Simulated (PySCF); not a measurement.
# C2H9AlSi: the cost of one run

Programs: PySCF 2.14.0, with density-fitted response routines of our own. Each step states its level of theory. These are calculated values for one molecule in the gas phase, unless marked as measured. Atoms are numbered from 0 throughout.

### Step 1. The molecule as given

13 atoms, charge 0, multiplicity 1; geometry from: PBE0-D3(BJ)/def2-SVP.

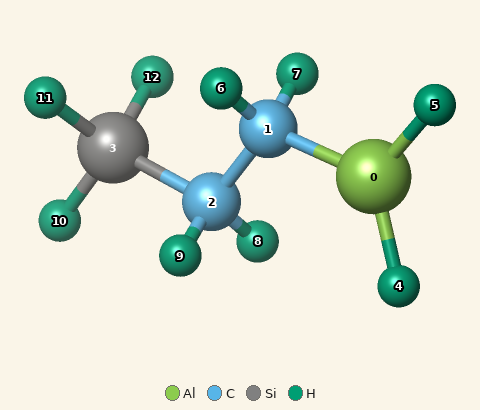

As it starts; aluminium green, carbon blue, silicon grey, hydrogen teal, atoms numbered.

### Step 2. Nuclear shieldings: PBE0/pcSseg-2

What the job is given:

```
{"job": {"kind": "nmr", "xc": "PBE0", "basis": "pcSseg-2", "pop": false}, "charge": 0, "multiplicity": 1}
Al     2.366631     0.981115     0.192643
C      0.472293     0.640329    -0.215073
C     -0.177501    -0.579098     0.456991
Si    -1.989453    -0.816314    -0.020225
H      3.175915     0.008137     1.162649
H      3.101846     2.238711    -0.454750
H     -0.088218     1.564609     0.028704
H      0.385127     0.569941    -1.317700
H      0.365017    -1.507611     0.206225
H     -0.122169    -0.502390     1.557185
H     -2.587571    -2.018547     0.642671
H     -2.785849     0.388631     0.375021
H     -2.110303    -0.984175    -1.503337
```

Method: GIAO PBE0/pcSseg-2 NMR shielding, non-relativistic, gas phase.

The run is started by

```console
$ OMP_NUM_THREADS=1 python probes_run.py task.json out
```

The driver reads the jobs from task.json and runs them one after another.

Q: Estimate the wall time and peak memory of this first job on 1 thread of Arm Neoverse V2, shared host.

About 30 s, with a peak of 1.1 GiB.
